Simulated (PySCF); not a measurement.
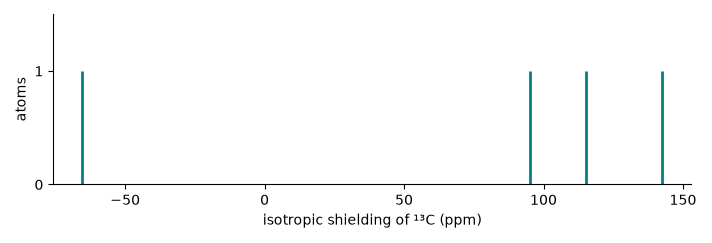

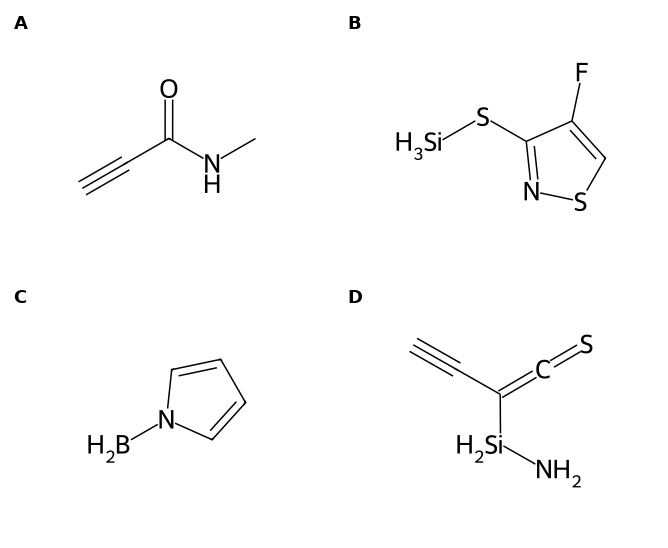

The sticks are computed shieldings of one of the molecules, for one fixed geometry (GFN2-xTB) without averaging over rotations. Low shielding means a high chemical shift. Method: GIAO PBE0/pcSseg-1 NMR shielding, non-relativistic, gas phase (PySCF 2.14.0).

Which molecule gives this pattern?

D, `C#CC(=C=S)[SiH2]N`. Its 4 C atoms give lines at −65.4, 95.2, 115.1, 142.5 ppm.

The geometry is semi-empirical. Around B, Si such bond lengths and angles can be off by a tenth of an ångström or more and by several degrees, and values that hang on the shape move with them.
